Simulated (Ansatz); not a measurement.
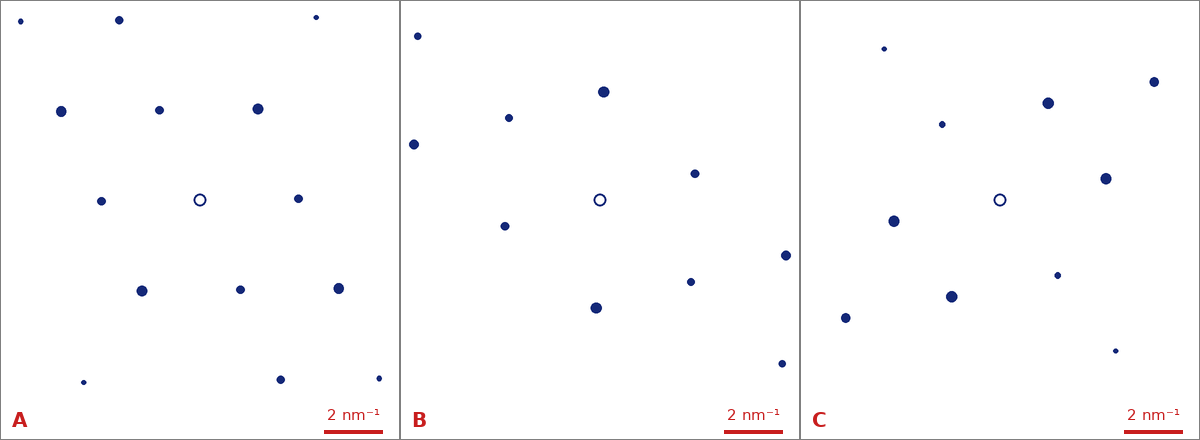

The patterns are kinematic simulations for 300 kV electrons (no multiple scattering; isotropic B = 0.5 Å²).

All three come from Lu, space group P6_3/mmc (No. 194), a = 3.469 Å, c = 11.100 Å (hexagonal axes). Structure: the end point of a relaxation at fixed volume with DFT r2SCAN, scalar-relativistic, plane waves, PAW (Ansatz); the starting structure was generated, so it need not be a known form of this composition.

Assign the zone axes [201], [211], [311] to A, B and C.

Answer. A is [211]: centred rectangular net of 0 1 -1 at d = 2.90 Å and -1 1 1 at d = 2.90 Å, at 66.6°. B is [311]: oblique net of 0 1 -1 at d = 2.90 Å and -1 1 2 at d = 2.64 Å, at 72.5°. C is [201]: centred rectangular net of 0 1 0 at d = 3.00 Å and 1 0 -2 at d = 2.64 Å, at 63.9°.
